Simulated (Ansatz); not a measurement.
## A computed series for hypothetical zinc blende YP: pressure series

Start from YP in the zinc blende structure (space group F-43m, No. 216; a = 6.2898 Å; a hypothetical phase, not in the database extracts checked).

Cell and atoms are relaxed at each pressure.

Calculations: PBE (Ansatz, an electronic-structure program), scalar-relativistic without spin-orbit coupling.

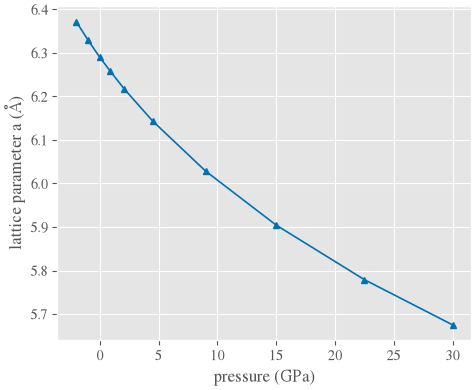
Fig. 1. Lattice parameter a against pressure

Q: From the plot, what is the lattice parameter a for pressure −1 GPa?

A: About 6.33 Å.

Q: Is the trend monotonic over the range shown?

A: Yes, it falls throughout, spanning 567.5 pm to 637.2 pm.

Load acts through the strain it causes; cell and atoms are relaxed under it. No phonon test of stability was made. Competing high-pressure phases were not computed.
